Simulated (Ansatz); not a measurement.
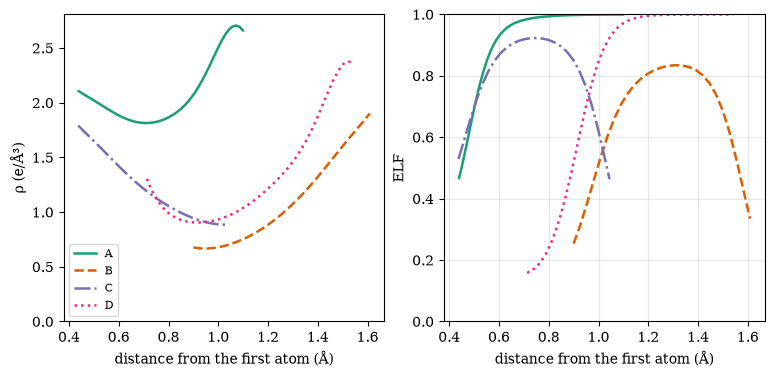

C₂H₇ClGe (GeHMe2Cl). Total electron density and ELF along straight lines between neighbouring atoms. The curves leave out the atomic cores.

Geometry: PBE0-D4/def2-SVP.

Computed with RKS PBE0-D4/def2-TZVP in Ansatz 0.2.0.

```xyz
11

Ge   -0.2573   -0.4357    0.4848
H    -0.3120   -0.5280    2.0222
C     1.5640   -0.5320   -0.1826
H     1.5618   -0.5004   -1.2815
H     2.0411   -1.4669    0.1432
H     2.1506    0.3182    0.1978
C    -1.2226    1.1113   -0.1836
H    -2.2656    1.0902    0.1617
H    -1.2140    1.1103   -1.2830
H    -0.7471    2.0366    0.1762
Cl   -1.2990   -2.2035   -0.2552
```

Q: Which curve belongs to which contact (C–Ge, C–H, Ge–Cl and Ge–H)? The first atom named is at distance zero.

A: Curve A: C–H (1.10 Å): ρ is about 2 e/Å³ halfway; the ELF climbs to about 1 towards the hydrogen, as it does in any bond to H; an ordinary covalent bond to hydrogen. Curve B: Ge–Cl (2.18 Å): ρ at the midpoint is about 0.74 e/Å³, with its minimum of 0.67 e/Å³ about 1.0 Å from Ge; the ELF peaks at about 0.85 in the valence shell of Cl, 0.9 Å from its nucleus, and is about 0.70 at the midpoint. Curve C: C–Ge (1.94 Å): the density is about 0.9 e/Å³ at the midpoint; the ELF peaks at about 0.90 between the atoms: localised, covalent bonding. Curve D: Ge–H (1.54 Å): the density is about 1.1 e/Å³ at the midpoint; the ELF climbs to about 1 towards the hydrogen.
